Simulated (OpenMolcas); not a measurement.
# One shape, several levels: GeNH4O (SMILES [NH][GeH2][OH])

Aim: a comparison of 6 runs (UHF/3-21G, UB3LYP/6-31G*, USVWN5/def2-SVPD, UTPSS/def2-SVPD, ROMP2/def2-SVPD) of GeNH4O. 

The results are computed with OpenMolcas 26.06.

### 1 The molecule

GeNH4O: 7 atoms, total charge 0, spin state doublet. As SMILES, `[NH][GeH2][OH]`. Geometry: relaxed at PBE0-D4/def2-TZVP. This is one conformer, not always the lowest.

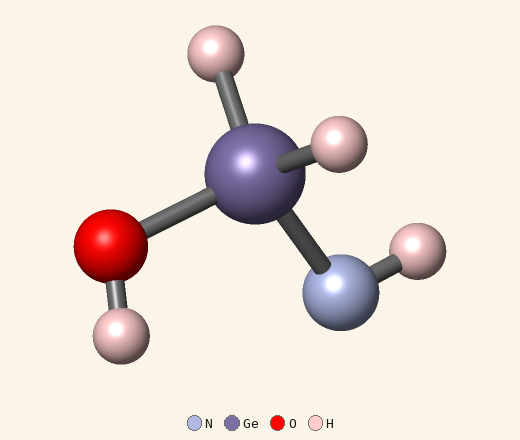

Viewed from a chosen angle; nitrogen light blue, germanium purple, oxygen red, hydrogen pink.

### 2 Energy and gradient at UHF/3-21G (run 1)

test.inp

```
* GeH4NO Hartree-Fock

&GATEWAY
 BASLIB=$CurrDir
 BASISSET
 N.3-21G....
 N1 -1.180000 -0.629600 -0.704300 angstrom
 End of Basis
 BASISSET
 Ge.3-21G....
 Ge2 0.091800 0.357900 0.227300 angstrom
 End of Basis
 BASISSET
 O.3-21G....
 O3 1.488100 -0.708500 0.454200 angstrom
 End of Basis
 BASISSET
 H.3-21G....
 H4 -2.073700 -0.127300 -0.724700 angstrom
 H5 0.468500 1.575300 -0.644200 angstrom
 H6 -0.348300 0.758200 1.642900 angstrom
 H7 1.614800 -1.294000 -0.296700 angstrom
 End of Basis

&SEWARD

&SCF
 UHF
 SPIN=2
 THRESHOLDS=1e-10 1e-07 1e-07 1e-05
 PRORBITALS=1 1

&ALASKA
```

The basis set 3-21G is read from a file made from the Basis Set Exchange's data (not shown).

Launch:

```console
$ export MOLCAS_MEM=1860
$ pymolcas test.inp > test.log
```

Output:

```text
--- Start Module: gateway ---
[...]
--- Stop Module: gateway /rc=_RC_ALL_IS_WELL_ ---
[...]
      Basis functions           48
[...]
--- Start Module: scf ---
[...]
       Convergence after  18 Iterations
[...]
::    Total SCF energy                              -2196.2388354594
[...]
      Total spin, S                                     0.5039554594
[...]
      Total electronic charge=   51.000000
      Total            charge=   -0.000000
[...]
      Dipole Moment (debye):
      Origin of the operator (angstrom)=    0.1271    0.0669    0.1314
                   X= -1.6753E+00               Y=  1.6735E+00               Z= -8.5129E-01           Total=  2.5164E+00
      Quadrupole Moment (debye*angstrom):
[...]
--- Stop Module: scf /rc=_RC_ALL_IS_WELL_ ---
--- Start Module: alaska ---
[...]
 *              Molecular gradients               *
 **************************************************
  Irreducible representation: a
 ------------------------------------------------------------------------------------------
                              X                       Y                       Z
 ------------------------------------------------------------------------------------------
  N1                3.11889523390185E-03   -9.47722562302999E-03   -3.16256673149695E-03
  GE2              -2.56923327991370E-02    9.33833632858594E-03   -1.10172154144434E-02
  O3                2.25155630492893E-02   -1.58564214652053E-02    6.69129760294496E-03
  H4                4.48948803729055E-03    7.18555687638722E-03    4.68218491180555E-03
  H5                2.72389546437912E-03    2.51048032704482E-04   -1.41523609958272E-03
  H6                1.95626097185597E-03   -1.22261306747662E-03    3.06812349856145E-03
  H7               -9.11176995762208E-03    9.78131891796830E-03    1.15341223223941E-03
 ------------------------------------------------------------------------------------------
--- Stop Module: alaska /rc=_RC_ALL_IS_WELL_ ---
[...]
```

It took 2 s on 1 thread of Intel Xeon 6975P-C (Granite Rapids), shared host; peak memory 0.38 GiB.

### 3 Energy and gradient at UB3LYP/6-31G(d) (spherical functions) (run 2)

run.inp

```
&GATEWAY
 BasLib=$CurrDir
 Coord
 7
 angstrom
 N       -1.180000      -0.629600      -0.704300
 Ge       0.091800       0.357900       0.227300
 O        1.488100      -0.708500       0.454200
 H       -2.073700      -0.127300      -0.724700
 H        0.468500       1.575300      -0.644200
 H       -0.348300       0.758200       1.642900
 H        1.614800      -1.294000      -0.296700
 Basis=6-31Gs
 Group=NoSym

&SEWARD
 GridInput
 Grid=UltraFine
 End of Grid

&SCF
 UHF
 Spin=2
 KSDFT=B3LYP
 Thresholds=1e-10 1e-07 1e-07 1e-05
 PrOrbitals=1 1

&ALASKA
```

The basis set 6-31G* is read from a file made from the Basis Set Exchange's data (not shown).

Launch:

```console
$ export MOLCAS_MEM=1860
$ pymolcas run.inp > run.log
```

Output:

```text
--- Start Module: gateway ---
[...]
--- Stop Module: gateway /rc=_RC_ALL_IS_WELL_ ---
[...]
      Basis functions           68
[...]
--- Start Module: scf ---
[...]
       Convergence after  18 Iterations
[...]
::    Total KS-DFT energy                           -2209.0765676646
[...]
      Total spin, S                                     0.5017757847
[...]
      Total electronic charge=   51.000000
      Total            charge=   -0.000000
[...]
      Dipole Moment (debye):
      Origin of the operator (angstrom)=    0.1271    0.0669    0.1314
                   X= -1.2747E+00               Y=  1.3249E+00               Z= -6.7972E-01           Total=  1.9601E+00
      Quadrupole Moment (debye*angstrom):
[...]
--- Stop Module: scf /rc=_RC_ALL_IS_WELL_ ---
[...]
--- Start Module: alaska ---
[...]
 *              Molecular gradients               *
 **************************************************
  Irreducible representation: a
 ------------------------------------------------------------------------------------------
                              X                       Y                       Z
 ------------------------------------------------------------------------------------------
  N1                9.07969002339470E-04    6.38189608547179E-03    4.01988074539439E-03
  GE2               2.70753004089297E-03   -3.80688817810082E-03    5.74577529529385E-04
  O3               -7.48314328467714E-03    6.12221146425895E-04   -1.03648839253312E-02
  H4                3.89482515000861E-03   -2.69405353541452E-03   -3.74763268964240E-04
  H5               -5.68803106285598E-04   -3.82736887025281E-03    2.02223681710390E-03
  H6                6.93223161416956E-04   -1.43679329393098E-03   -3.58472800047771E-03
  H7               -1.51600963830267E-04    4.77098664572884E-03    7.70768010270428E-03
 ------------------------------------------------------------------------------------------
--- Stop Module: alaska /rc=_RC_ALL_IS_WELL_ ---
[...]
```

Wall time 26 s (1 thread of Intel Xeon 6975P-C (Granite Rapids), shared host); peak memory 0.41 GiB.

### 4 Energy and gradient at UB3LYP/6-31G(d) (Cartesian functions) (run 3)

test.input

```
&gateway
  baslib=$CurrDir
  basisset
  N.6-31Gs....
  N1 -1.180000 -0.629600 -0.704300 angstrom
  End of Basis
  basisset
  Ge.6-31Gs....
  Ge2 0.091800 0.357900 0.227300 angstrom
  End of Basis
  basisset
  O.6-31Gs....
  O3 1.488100 -0.708500 0.454200 angstrom
  End of Basis
  basisset
  H.6-31Gs....
  H4 -2.073700 -0.127300 -0.724700 angstrom
  H5 0.468500 1.575300 -0.644200 angstrom
  H6 -0.348300 0.758200 1.642900 angstrom
  H7 1.614800 -1.294000 -0.296700 angstrom
  End of Basis

&seward
  gridinput
  Grid=UltraFine
  End of Grid

&scf
  uhf
  spin=2
  ksdft=B3LYP
  thresholds=1e-10 1e-07 1e-07 1e-05
  prorbitals=0

&alaska
```

The basis set 6-31G* is read from a file made from the Basis Set Exchange's data (not shown).

Launch:

```console
$ export MOLCAS_MEM=1860
$ pymolcas test.input > test.log
```

Output:

```text
--- Start Module: gateway ---
[...]
--- Stop Module: gateway /rc=_RC_ALL_IS_WELL_ ---
[...]
      Basis functions           73
[...]
--- Start Module: scf ---
[...]
       Convergence after  19 Iterations
[...]
::    Total KS-DFT energy                           -2209.0851925196
[...]
      Total spin, S                                     0.5017789985
[...]
      Total electronic charge=   51.000000
      Total            charge=   -0.000000
[...]
      Dipole Moment (debye):
      Origin of the operator (angstrom)=    0.1271    0.0669    0.1314
                   X= -1.2769E+00               Y=  1.3259E+00               Z= -6.8085E-01           Total=  1.9627E+00
      Quadrupole Moment (debye*angstrom):
[...]
--- Stop Module: scf /rc=_RC_ALL_IS_WELL_ ---
[...]
--- Start Module: alaska ---
[...]
 *              Molecular gradients               *
 **************************************************
  Irreducible representation: a
 ------------------------------------------------------------------------------------------
                              X                       Y                       Z
 ------------------------------------------------------------------------------------------
  N1                6.15975678062597E-04    6.33622230788866E-03    3.86135990655134E-03
  GE2               1.86742010505014E-03   -3.50094749437702E-03    2.60754701860932E-04
  O3               -6.57792356608766E-03   -1.26300827455239E-04   -1.00850046652221E-02
  H4                4.05444686634926E-03   -2.85588311657792E-03   -3.87683092755275E-04
  H5               -3.66776767988020E-04   -3.31258028934212E-03    1.59826062444290E-03
  H6                5.75711023332204E-04   -1.28952190938447E-03   -2.85778029657724E-03
  H7               -1.68853338629704E-04    4.74901132937289E-03    7.61009282162250E-03
 ------------------------------------------------------------------------------------------
--- Stop Module: alaska /rc=_RC_ALL_IS_WELL_ ---
[...]
```

It took 31 s on 1 thread of Intel Xeon 6975P-C (Granite Rapids), shared host; peak memory 0.42 GiB.

Runs 4 to 5 aren't shown in full; the table further down has their settings and results.

### 5 The energy at ROMP2/def2-SVPD (run 6)

mol.xyz

```xyz
7

N     -1.180000    -0.629600    -0.704300
Ge     0.091800     0.357900     0.227300
O      1.488100    -0.708500     0.454200
H     -2.073700    -0.127300    -0.724700
H      0.468500     1.575300    -0.644200
H     -0.348300     0.758200     1.642900
H      1.614800    -1.294000    -0.296700
```

mol.inp

```
&GATEWAY
BasLib=$CurrDir
Coord=mol.xyz
Basis=def2-SVPD
Group=NoSym
&SEWARD
&SCF
UHF
Spin=2
Thresholds=1e-10 1e-07 1e-07 1e-05
PrOrbitals=1
&RASSCF
FileOrb=$Project.UnaOrb
Spin=2
Nactel=1 0 0
Inactive=25
Ras2=1
OutOrbitals=Canonical
OrbListing=Few
&CASPT2
IPEA=0.0
Frozen=11
```

The basis set def2-SVPD is read from a file made from the Basis Set Exchange's data (not shown).

Launch:

```console
$ export MOLCAS_MEM=1860
$ pymolcas mol.inp > mol.log
```

Output:

```text
--- Start Module: gateway ---
[...]
--- Stop Module: gateway /rc=_RC_ALL_IS_WELL_ ---
[...]
      Basis functions          113
[...]
       Convergence after  20 Iterations
[...]
::    Total SCF energy                              -2206.6314924194
[...]
      Total spin, S                                     0.5053949167
[...]
--- Start Module: rasscf ---
[...]
      Number of active orbitals                  1
[...]
      Spin quantum number                      0.5
[...]
      Active orbitals                            1
[...]
      Number of CSFs                             1
[...]
      Number of root(s) required                 1
[...]
      Convergence after  8 iterations
[...]
      printout of CI-coefficients larger than  0.05 for root  1
      energy=   -2206.626940
      conf/sym  1     Coeff  Weight
             1  u   1.00000 1.00000
      Natural orbitals and occupation numbers for root  1
      sym 1:   1.000000
      ************************************************************************************************************************
      *                                                    Final results                                                     *
[...]
::    RASSCF root number  1 Total energy:  -2206.62693971
[...]
      Total electronic charge=   51.000000
      Total            charge=   -0.000000
[...]
      Dipole Moment (debye):
      Origin of the operator (angstrom)=    0.1271    0.0669    0.1314
                   X= -1.4122E+00               Y=  1.4895E+00               Z= -6.3944E-01           Total=  2.1498E+00
      Quadrupole Moment (debye*angstrom):
[...]
--- Stop Module: rasscf /rc=_RC_ALL_IS_WELL_ ---
[...]
--- Start Module: caspt2 ---
[...]
 ###    WARNING: User changed nr of frozen orbitals.                         ###
 ###############################################################################
[...]
      E2 (Variational):          -0.5917081661
      Total energy:           -2207.2186478712
[...]
      Reference weight:           0.85372
[...]
::    CASPT2 Root  1     Total energy:  -2207.21864787
[...]
--- Stop Module: caspt2 /rc=_RC_ALL_IS_WELL_ ---
[...]
```

It took 31 s on 1 thread of Intel Xeon 6975P-C (Granite Rapids), shared host; peak memory 0.68 GiB.

### 6 Overview of the runs

```tsv
run	level	integration grid	Cartesian functions	energy (Eh)	dipole moment (D)	HOMO energy (eV)	LUMO energy (eV)	wall time
1	UHF/3-21G	–	no	-2196.238835	2.52	-10.88	2.86	2 s
2	UB3LYP/6-31G* (spherical functions)	UltraFine	no	-2209.076568	1.96	-7.50	-3.32	26 s
3	UB3LYP/6-31G* (Cartesian functions)	UltraFine	yes	-2209.085193	1.96	-7.52	-3.34	31 s
4	USVWN5/def2-SVPD	UltraFine	no	-2204.822886	1.92	-6.77	-5.43	48 s
5	UTPSS/def2-SVPD	UltraFine	no	-2208.982999	1.80	-6.82	-4.51	90 s
6	ROMP2/def2-SVPD	–	no	-2207.218648	–	–	–	31 s
```

### 7 What came out

| quantity | value |
| --- | --- |
| run 6: total energy | -2207.21865 Eh |

In words: Over runs 1, 2, 3, 4, 5 the dipole moment (its size) runs from 1.80 D (UTPSS/def2-SVPD) to 2.52 D (UHF/3-21G). The two ends differ in method and basis. Totals of different functionals can't be ranked against each other. All runs together took 3.8 min, the longest 90 s.
